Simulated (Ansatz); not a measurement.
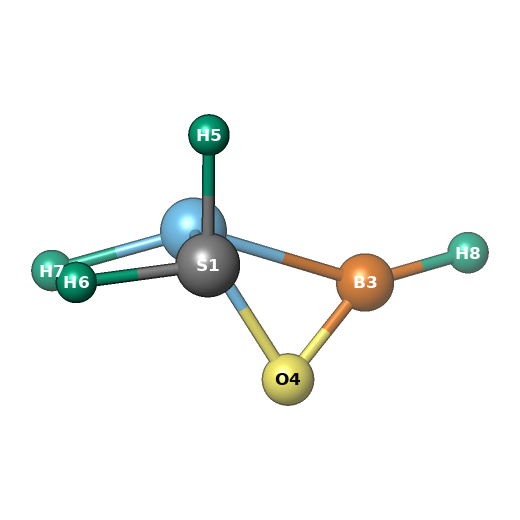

Si2 lies behind S1. The molecule seen nearly along the S1–Si2 bond, S1 in front. Depth is shown by fading: the farther an atom, the more it takes the colour of the background. State: charge +1, singlet. The computed structure is the end point of a PBE-D4/def2-SVP optimisation. No frequency run is at hand to confirm it as a minimum.

What is the torsion angle H5–S1–Si2–O4? The sign is positive where the front bond must turn clockwise to cover the back bond.

Answer. 148°, anticlinal.
